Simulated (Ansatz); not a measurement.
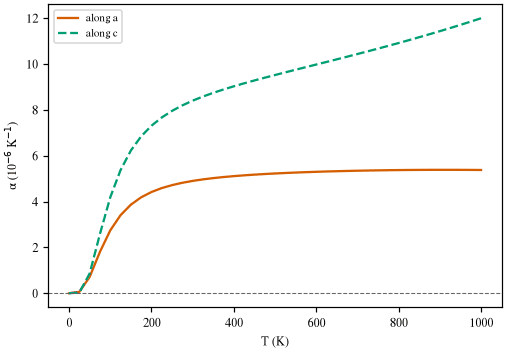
Linear thermal expansion of hcp (Mg type) Ru from quasi-harmonic approximation, Ansatz (a program for electronic structure), PBEsol functional, plane-wave PAW

### Question
Read off α in the basal plane at 400 K, and say whether it is negative anywhere.

### Answer
About 5.1 × 10⁻⁶ K⁻¹. It is not negative in the range shown.

The PAW data sets were generated under PBE and serve the other functionals too.
